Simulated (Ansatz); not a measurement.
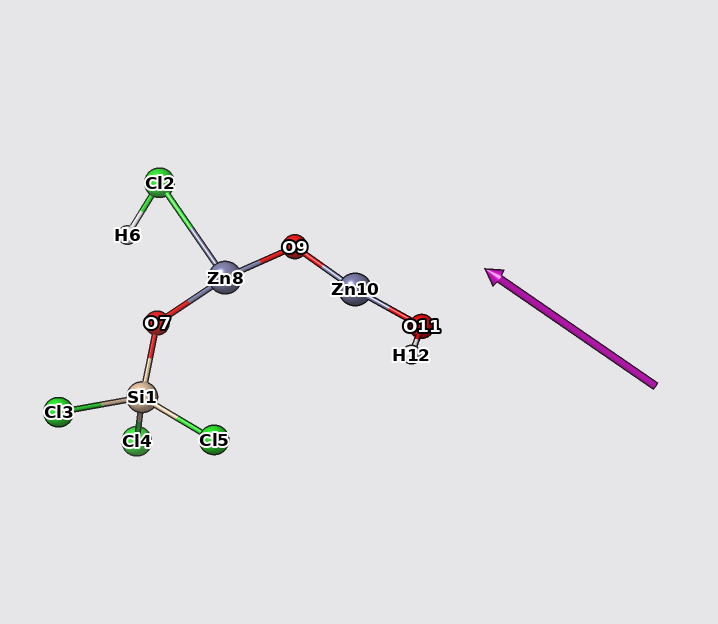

The arrow beside the molecule shows the direction of the dipole moment, from the negative to the positive end (its length means nothing). The geometry was computed by an optimisation with PBE0-D4/def2-TZVP. Method: RKS PBE0-D4/def2-TZVP (Ansatz 0.2.0).

### Estimate the dipole moment.

1.62 D; it points from the side of O11, H12 to the side of Cl2, H6 (the outermost atoms at the two ends).
